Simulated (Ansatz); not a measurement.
# N₂F− (SMILES [F-].N#N): a short trajectory

Aim: follow the atoms for 40 steps of 0.5 fs with a Langevin thermostat, with velocities drawn for 1500 K.

Program: Ansatz 0.2.0, Gaussian basis. Level of theory: Hartree-Fock/6-31G. These are calculated values, not measurements.

## Step 1: Starting geometry

The start, a pair relaxed at PBE0-D4: 3 atoms, charge -1, spin multiplicity 1.

Atoms are counted from 1 here; the program's logs count them from 0.

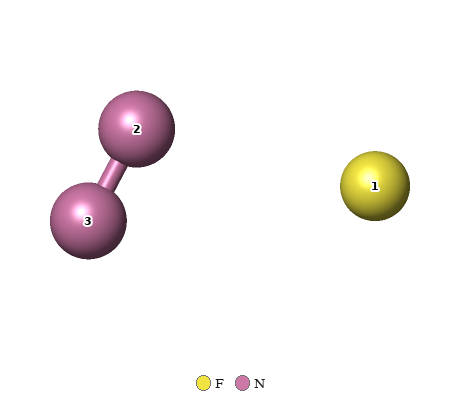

The starting geometry (fluorine yellow, nitrogen pink); atoms are numbered from 1 in the order of the file.

Geometry (Å):

```csv
atom,x (Å),y (Å),z (Å)
F1,-0.0145,-0.0790,-1.8432
N2,0.0945,0.5148,0.6673
N3,-0.0799,-0.4357,1.1759
```

## Step 2: The run

The input, md/in.yaml:

```yaml
crystal:
  periodic: [false, false, false]
  atoms:
    - {symbol: F, position_ang: [-0.014545, -0.078968, -1.843218]}
    - {symbol: N, position_ang: [0.094468, 0.514817, 0.667310]}
    - {symbol: N, position_ang: [-0.079924, -0.435749, 1.175908]}
basis:
  gaussian: {orbitals: 6-31G}
total_charge: -1
hamiltonian: {xc: hf}
md: {n_steps: 40, timestep: 0.5, temperature: 1500, ensemble: nvt_langevin, seed: 836, friction: 0.002, initial_velocities: maxwell_boltzmann}
```

On the command line:

```sh
ansatz run in.yaml --threads 2 --pin off --events-out ev --progress --plain --max-ram 5222MiB
```

Before running it: what results should come out? Wanted: temperature at the start; mean temperature, second half; lowest and highest potential energy, from the first frame; largest change of potential + kinetic.

**Answer**, as computed:

```
                                                 quantity              value
                                                   length  40 steps, 20.0 fs
                                 temperature at the start             1000 K
                            mean temperature, second half              708 K
lowest and highest potential energy, from the first frame      0 and 188 meV
                    largest change of potential + kinetic           77.6 meV
```

The thermostat trades energy with the molecule, so the sum of potential and kinetic energy isn't conserved: it changes by -66 meV over the run. The mean temperature of the second half is still well below the 1500 K set. With 3 atoms the instant temperature spans 448 to 1000 K. The bonding pattern stays as it was. Under Langevin the temperature counts 3N degrees of freedom, more than the drawn velocities fill, so it starts at 1000 K, not 1500 K.
